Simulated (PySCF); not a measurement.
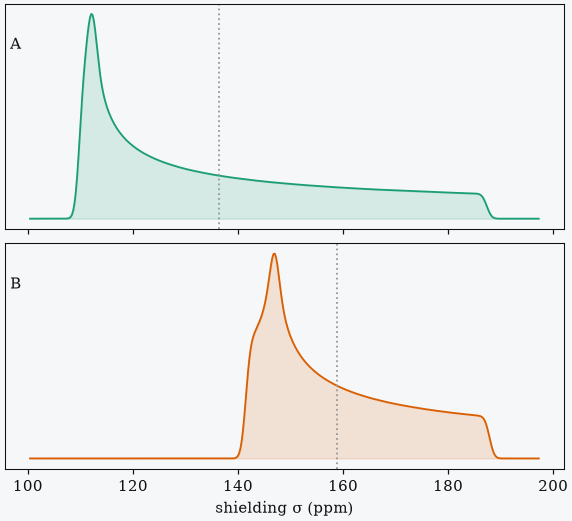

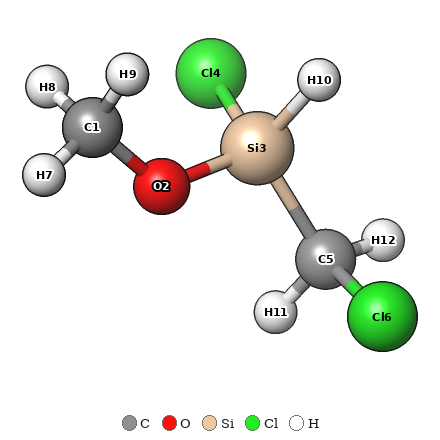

Static powder patterns (¹³C) from GIAO shielding tensors of C₂H₆Cl₂OSi, SMILES CO[Si@H](Cl)CCl, LC-wPBE/pcSseg-1 with PySCF, at a PBE0-D3(BJ)/def2-SVP geometry (no frequency check); absolute shielding, one fixed geometry of the isolated molecule without any motion, no dipolar terms. The dotted line is the isotropic value; skew is 3(σiso − σ22)/span.

Q: The panels belong to C1 and C5. Which is which?

A: panel A: C1, σ11, σ22, σ33 = 110, 112, 187 ppm, isotropic 136, span 78 ppm, skew 0.94; panel B: C5, σ11, σ22, σ33 = 141, 147, 188 ppm, isotropic 159, span 46 ppm, skew 0.76.

Note: one conformer of a flexible molecule.
